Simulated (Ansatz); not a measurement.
```json
{"atom": "Ge", "x (Å)": "-0.0744", "y (Å)": "-0.1355", "z (Å)": "0.0635"}
{"atom": "O", "x (Å)": "-0.1582", "y (Å)": "-0.0717", "z (Å)": "1.8180"}
{"atom": "H", "x (Å)": "-0.7364", "y (Å)": "-0.7648", "z (Å)": "2.1653"}
{"atom": "Cl", "x (Å)": "1.8789", "y (Å)": "-0.4144", "z (Å)": "-0.6664"}
{"atom": "F", "x (Å)": "-0.7701", "y (Å)": "1.2488", "z (Å)": "-0.6652"}
{"atom": "F", "x (Å)": "-1.0696", "y (Å)": "-1.4459", "z (Å)": "-0.4368"}
{"atom": "H", "x (Å)": "1.2202", "y (Å)": "2.1190", "z (Å)": "0.9727"}
{"atom": "H", "x (Å)": "1.0335", "y (Å)": "1.7809", "z (Å)": "1.5778"}
```

Not at a stationary point (largest force 1.8 eV/Å).

Theory: RKS PBE0-D4/def2-SVP in Ansatz.

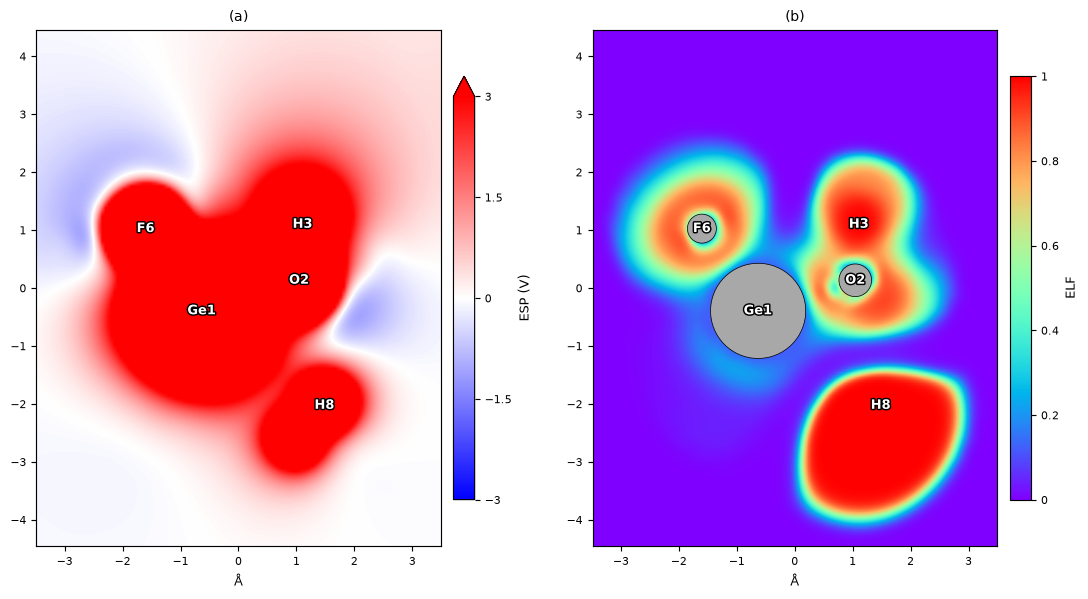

ClF2GeHO···H2. (a) electrostatic potential; (b) electron localisation function on the plane of atoms O2, Ge1 and F6. Grey discs cover the atomic cores in the ELF map.

### What do the fields say about this system?

The plane passes through Ge, O, H and F nuclei.
Ge1···H8 (2.68 Å): the ELF dips to about 0.05 between them.
Ge–F (1.72 Å): the ELF peaks at about 0.80 in the valence shell of F, 0.5 Å from its nucleus, and is about 0.25 at the midpoint.
Ge–O (1.76 Å): the ELF peaks at about 0.85 in the valence shell of O, 0.6 Å from its nucleus, and is about 0.35 at the midpoint.
O–H (0.97 Å): the ELF climbs to about 1 towards the hydrogen, as it does in any bond to H; an ordinary covalent bond to hydrogen.
The ELF also peaks beside O2 and F6, away from the bonds: lone-pair regions.
Outside the dense part of the complex the potential is most negative (−1.1 V) near O2.
